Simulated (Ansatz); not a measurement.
# AlSiH5O2 (SMILES O[SiH2][O][AlH2]): PBE-QIDH/cc-pVDZ

What is the vertical ionisation energy of AlSiH5O2 at PBE-QIDH/cc-pVDZ? 

Program for the calculation: Ansatz 0.2.0.

75 further runs of the same task are left out: 75 set aside as unsound or not needed. Runs told in other sessions of the task aren't counted.

## (1) The system as given

AlSiH5O2 has 9 atoms, charge 0, and is taken as a singlet. SMILES: `O[SiH2][O][AlH2]`. The coordinates come from a PBE0-D4/def2-TZVP relaxation. This is one conformer, not always the lowest.

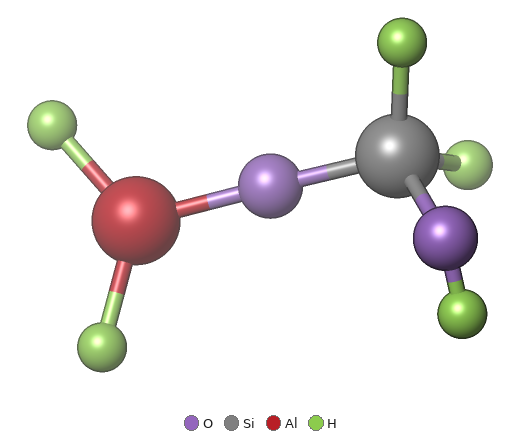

Viewed from a chosen angle; oxygen purple, silicon grey, aluminium red, hydrogen green.

## (2) A single-point energy at PBE-QIDH/cc-pVDZ

File in.yaml:

```yaml
crystal:
  periodic: [false, false, false]
  atoms:
    - {symbol: O, position_ang: [-0.795100, 1.829400, -0.898200]}
    - {symbol: Si, position_ang: [0.173000, 1.196700, 0.266900]}
    - {symbol: O, position_ang: [0.250800, -0.418900, 0.197700]}
    - {symbol: Al, position_ang: [0.325700, -2.080500, -0.060600]}
    - {symbol: H, position_ang: [-1.740800, 1.705800, -0.810900]}
    - {symbol: H, position_ang: [1.506100, 1.782800, 0.005000]}
    - {symbol: H, position_ang: [-0.337300, 1.564900, 1.614200]}
    - {symbol: H, position_ang: [-0.959500, -2.795700, -0.636800]}
    - {symbol: H, position_ang: [1.665600, -2.830600, 0.305400]}
basis:
  gaussian:
    orbitals: cc-pVDZ
output: {orbitals: {seedname: orbitals}}
correlation:
  frozen_orbitals: {Al: 5, H: 0, O: 1, Si: 5}
accuracy: high
hamiltonian:
  xc: {name: PBE-QIDH}
```

Run with:

```console
$ ansatz run in.yaml --threads 1 --pin off --max-ram 3480MiB --events-out events.jsonl --progress --plain --runs-dir runs
```

The program printed:

```text
Warning: RAYON_NUM_THREADS=1 ignored (pool sized by the plan → 1); use --threads N
Functional definition: PBE-QIDH
  name "PBE-QIDH"
  parameter a = 3^(-1/3)
  parameter c = 1/3
  exchange = (1 - a)*pbe_x + a*exact_x
  correlation = (1 - c)*pbe_c + c*(mp2_os + mp2_ss)
2017 factors; integrals over basis functions are off by at most 3.9e-9 eV
mean field evaluation 1: about -18625.3540 eV, gradient 5.2e1 eV
mean field evaluation 2: about -18625.3654 eV, gradient 5.2e1 eV
mean field evaluation 4: about -18630.1245 eV, gradient 3.2e0 eV
mean field evaluation 8: about -18630.1466 eV, gradient 1.4e-1 eV
mean field evaluation 16: about -18630.1467 eV, gradient 1.1e-5 eV
mean field -18630.14670414 eV, -684.6452634102 hartree, gradient 2.9e-8 eV, S^2 0.000000; 0 other end points of the search recorded, 0 dependent functions left out
12 core orbitals not correlated: weight in the atoms' cores, before any rotation towards them, 1.000 or more for the frozen orbitals, at most 0.000 for the correlated occupied ones
reference -18630.14670545 eV, -684.6452634583 hartree; 12, 12 occupied and 65, 65 virtual orbitals, 2017 factors
second order -16.39861227 eV of doubles, -0.00000000 eV of singles
Total energy: -18635.61290954 eV, -684.8461427535 hartree
```

It took 11 s on 1 thread of Arm Neoverse V2, shared host; peak memory 0.31 GiB.

## (3) The doublet cation

File molecule.yaml:

```yaml
crystal:
  periodic: [false, false, false]
  atoms:
    - {symbol: O, position_ang: [-0.795100, 1.829400, -0.898200]}
    - {symbol: Si, position_ang: [0.173000, 1.196700, 0.266900]}
    - {symbol: O, position_ang: [0.250800, -0.418900, 0.197700]}
    - {symbol: Al, position_ang: [0.325700, -2.080500, -0.060600]}
    - {symbol: H, position_ang: [-1.740800, 1.705800, -0.810900]}
    - {symbol: H, position_ang: [1.506100, 1.782800, 0.005000]}
    - {symbol: H, position_ang: [-0.337300, 1.564900, 1.614200]}
    - {symbol: H, position_ang: [-0.959500, -2.795700, -0.636800]}
    - {symbol: H, position_ang: [1.665600, -2.830600, 0.305400]}
basis:
  gaussian:
    orbitals: cc-pVDZ
total_charge: 1
magnetization:
  spin_polarized: true
  initial_magnetization: 1
hamiltonian:
  xc: {name: PBE-QIDH}
correlation:
  frozen_orbitals: {Al: 5, H: 0, O: 1, Si: 5}
accuracy: high
output: {orbitals: {seedname: orbitals}}
```

Run with:

```console
$ ansatz run molecule.yaml --threads 1 --pin off --max-ram 3480MiB --events-out events.jsonl --progress --plain --runs-dir runs
```

The program printed:

```text
Warning: RAYON_NUM_THREADS=1 ignored (pool sized by the plan → 1); use --threads N
[... 6 set-up lines as earlier in the session ...]
2016 factors; integrals over basis functions are off by at most 3.9e-9 eV
mean field evaluation 1: about -18606.4866 eV, gradient 5.7e1 eV
mean field evaluation 2: about -18606.4969 eV, gradient 5.7e1 eV
mean field evaluation 4: about -18618.5023 eV, gradient 1.1e1 eV
mean field evaluation 8: about -18619.2874 eV, gradient 6.1e-1 eV
mean field evaluation 16: about -18619.3587 eV, gradient 9.9e-2 eV
mean field evaluation 32: about -18619.3616 eV, gradient 2.7e-3 eV
mean field evaluation 64: about -18618.8743 eV, gradient 5.4e0 eV
mean field evaluation 96: about -18602.6920 eV, gradient 2.7e1 eV
mean field -18619.36162736 eV, -684.2489191488 hartree, gradient 6.5e-8 eV, S^2 0.785321; 6 other end points of the search recorded, 0 dependent functions left out
12 core orbitals not correlated: weight in the atoms' cores, before any rotation towards them, 1.000 or more for the frozen orbitals, at most 0.000 for the correlated occupied ones
reference -18619.36162875 eV, -684.2489191998 hartree; 12, 11 occupied and 65, 66 virtual orbitals, 2016 factors
second order -16.29213540 eV of doubles, -0.00000000 eV of singles
Total energy: -18624.79234055 eV, -684.4484941775 hartree
```

Wall time 45 s (1 thread of Arm Neoverse V2, shared host); peak memory 0.63 GiB.

## (4) Outcome

Level: PBE-QIDH/cc-pVDZ, 12 core orbitals frozen.

| quantity | value |
| --- | --- |
| singlet AlSiH5O2: total energy | -684.84614 Eh |
| singlet AlSiH5O2: HOMO energy (SCF part's orbitals) | -10.38 eV |
| singlet AlSiH5O2: LUMO energy (SCF part's orbitals) | 0.36 eV |
| singlet AlSiH5O2: HOMO–LUMO gap (SCF part's orbitals) | 10.74 eV |
| doublet cation: total energy | -684.44849 Eh |
| doublet cation: HOMO energy (SCF part's orbitals) (highest over α and β) | -15.26 eV |
| doublet cation: LUMO energy (SCF part's orbitals) (lowest over α and β) | -10.98 eV |
| doublet cation: ⟨S²⟩ | 0.785 |
| vertical ionisation energy (to the doublet cation) | 10.821 eV |

What this shows: Removing an electron at fixed nuclei costs 10.82 eV (250 kcal/mol). The negative HOMO energy of the first species, 10.38 eV, lies 0.44 eV below that difference.
